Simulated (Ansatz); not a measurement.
A series of calculations on C$_{2}$H$_{5}$NO

## 1. Relaxation

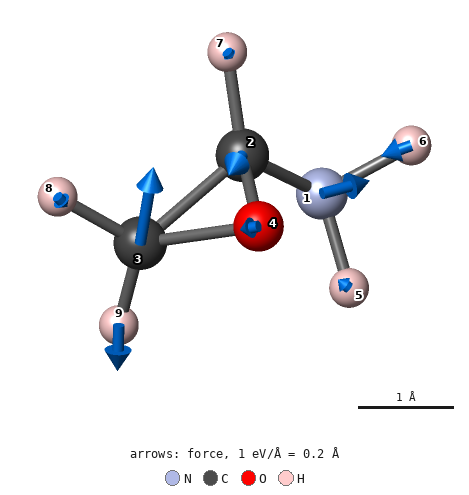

Starting geometry of C₂H₅NO with the computed forces as blue arrows. The picture is a ball-and-stick view, seen at a tilt.

The run prepares an end point of a later path (torsion) calculation, from a guessed geometry.

Computed with Ansatz, RKS B3LYP-D4/cc-pVDZ.

Input file:
```yaml
crystal:
  periodic: [false, false, false]
  atoms:
    - { symbol: "N", position_ang: [-0.9342, 0.8909, -0.3869] }
    - { symbol: C, position_ang: [0.2102, 0.3966, 0.232] }
    - { symbol: C, position_ang: [0.3547, -1.078, 0.4127] }
    - { symbol: O, position_ang: [1.1022, -0.3648, -0.6505] }
    - { symbol: H, position_ang: [-1.2391, 0.3265, -1.1986] }
    - { symbol: H, position_ang: [-0.7627, 1.8491, -0.8316] }
    - { symbol: H, position_ang: [0.7399, 1.0554, 0.9455] }
    - { symbol: H, position_ang: [1.0487, -1.4009, 1.2379] }
    - { symbol: H, position_ang: [-0.4313, -1.721, 0.2224] }
basis:
  gaussian: { orbitals: cc-pVDZ }
hamiltonian:
  xc: b3lyp
  dispersion: d4
relax:
  f_tol: 0.015
  max_steps: 40
output:
  orbitals: {}
```

Command:
```bash
ansatz run input.yaml --threads 1 --pin off --max-ram 2048MiB --backend cpu --events-out ev --progress --plain --runs-dir out
```

Is this structure relaxed? If not, where do the atoms go?

It isn't relaxed: the largest force vector, on C3, is 4.57 eV/Å. The final displacements follow the starting forces only in part (cosine between the two patterns 0.31). The energy falls by 0.325 eV in 5 geometry steps. The largest force component goes from 3.4 to 0.012 eV/Å. H5 moves most after the best rigid fit: 0.18 Å. Largest moves by element: H 0.18 Å, O 0.07 Å, N 0.05 Å, C 0.05 Å. Among the contacts that change: C3–H9 1.033 → 1.099 Å, N1–H6 1.070 → 1.022 Å, C3–O4 1.482 → 1.441 Å, C2–C3 1.493 → 1.464 Å. Bond angles that change, for instance: O4–C3–H9 123.4° → 115.5°, N1–C2–O4 114.6° → 120.4°, N1–C2–H7 118.0° → 112.7°.

## 2. Relaxation

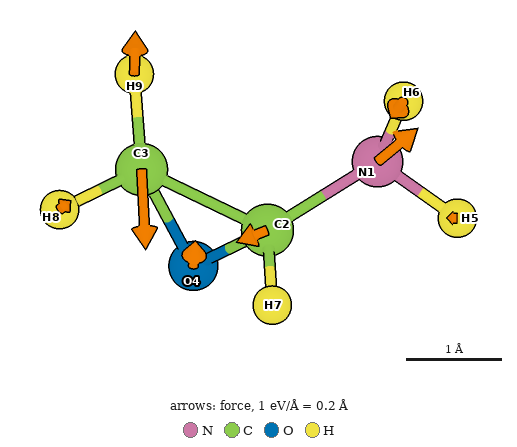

Starting geometry of C₂H₅NO with the computed forces as orange arrows. A ball-and-stick model, seen face on.

The run prepares an end point of a later path (torsion) calculation, from a guessed geometry.

Level of theory: RKS B3LYP-D4/cc-pVDZ (Ansatz). Settings: no spin polarisation; force threshold 0.015 eV/Å; at most 40 steps.

What follows when this structure is relaxed?

It isn't relaxed: the largest force vector, on C3, is 4.47 eV/Å. The final displacements follow the starting forces only in part (cosine between the two patterns 0.46). H9 moves most after the best rigid fit: 0.11 Å. By element the largest moves are H 0.11 Å, C 0.06 Å, O 0.05 Å, N 0.05 Å. Near-neighbour distances that change, for instance: C3–H9 1.033 → 1.096 Å, C3–O4 1.483 → 1.432 Å, N1–H6 1.070 → 1.022 Å, C2–O4 1.468 → 1.427 Å. Among the angles between lasting bonds that change: O4–C3–H9 123.4° → 115.0°, O4–C3–H8 110.7° → 115.8°, C2–C3–H8 115.6° → 120.1°. The energy falls by 29.5 kJ/mol in 5 geometry steps. The largest force component goes from 3.1 to 0.008 eV/Å.

## 3. Path

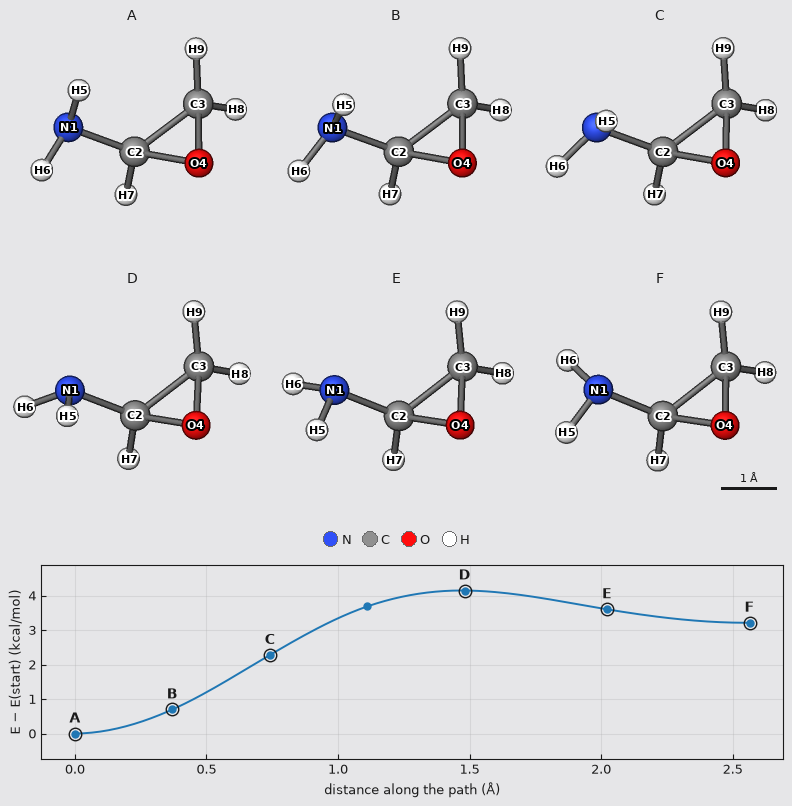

NEB run on C2H5NO. Images are numbered from 0 (start) to 6 (end). Frames A to F are images 0, 1, 2, 4, 5, 6. Style: ball-and-stick. Shown at a tilt.

Theory: Ansatz 0.2.0, RKS B3LYP-D4/cc-pVDZ. Set-up: 5 movable images; climbing image; force threshold 0.03 eV/Å; iteration limit 60; starting path through a guess of the saddle point.

Question: Describe the mechanism and the energy profile.

Answer: The motion is a rotation about the N1–C2 bond by about 130°. No bond forms or breaks between the ends. Among the angles between lasting bonds that change up to the highest image: N1–C2–O4 120.4° → 114.4°, N1–C2–H7 112.7° → 117.0°. The energy climbs by 4.15 kcal/mol to image 4 and then falls by 0.93 kcal/mol, so the end point sits at +3.21 kcal/mol. The band is converged. At the top, the vibrational analysis gives one imaginary mode (228i cm⁻¹), as a transition state must have.

The run took 65 s on 1 thread of Intel(R) Xeon(R) Platinum 8559C (Emerald Rapids) (shared host), peak memory 0.25 GiB.
